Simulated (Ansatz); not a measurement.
# H$_{2}$Ti$_{2}$ (quintet): what the fields show

The calculation's input:

```
crystal:
  periodic: [false, false, false]
  atoms:
    - {symbol: Ti, position_ang: [-0.578837, 0.579525, -0.565702]}
    - {symbol: Ti, position_ang: [0.578599, -0.579623, 0.565588]}
    - {symbol: H, position_ang: [1.606029, -1.607806, 1.569358]}
    - {symbol: H, position_ang: [-1.605801, 1.607914, -1.569243]}
basis:
  gaussian: {orbitals: def2-TZVP, initial_orbitals: start.molden}
magnetization: {spin_polarized: true, initial_magnetization: 4}
hamiltonian: {xc: pbe, dispersion: d4}
output: {orbitals: {seedname: orbitals}}
```

Command:

```sh
ansatz run in.yaml --threads 4 --pin off --events-out ev --progress --plain --max-ram 3916MiB
```

Geometry: r2SCAN-D4/def2-TZVP.

Computed with UKS PBE-D4/def2-TZVP (Ansatz).

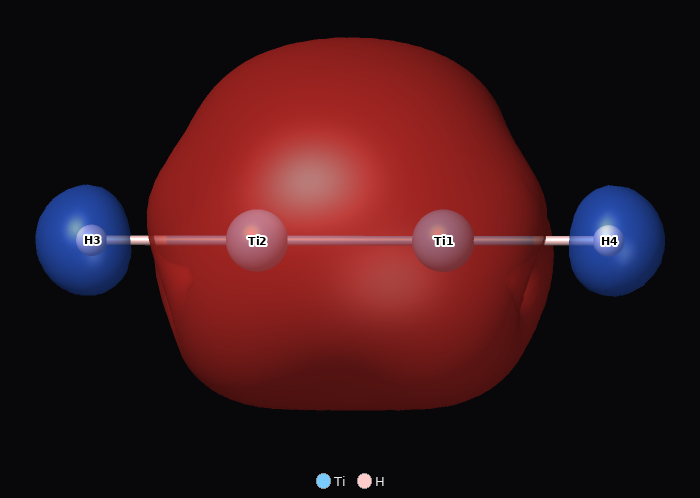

Figure 1. Isosurfaces of the spin density (α minus β) at +0.015 (red) and −0.015 e/Å³ (blue), seen from one side.

### Describe the spin distribution.

The unpaired spin (4 electrons) lies mostly on Ti1 (about 2.0) and Ti2 (about 2.0), in electrons by Hirshfeld's partition.

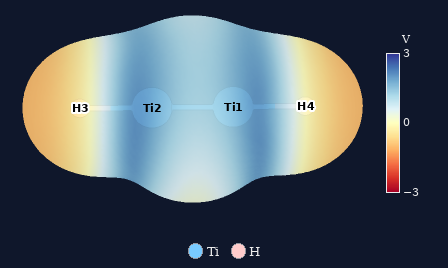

Figure 2. The molecular electrostatic potential painted on the density surface at 0.002 e/bohr³, seen across its widest extent; the colour scale runs from red (negative) to blue (positive).

### Describe the electrostatic potential map.

The most negative region (about −1.0 V) lies over H3 and H4, the most positive (about +2.1 V) over Ti1 and Ti2.

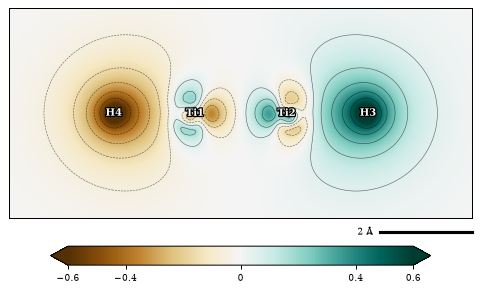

Figure 3. The HOMO−1 (β) on a plane that holds the molecular axis (values in Å⁻³ᐟ²; the overall sign is arbitrary).

### Where does this orbital lie, and at what energy?

By Hirshfeld shares it lies mainly on H3 (about 30 %), H4 (about 30 %), Ti1 (about 20 %) and Ti2 (about 20 %); it is of σ type; it is ungerade (odd under inversion). Its energy is −6.09 eV.
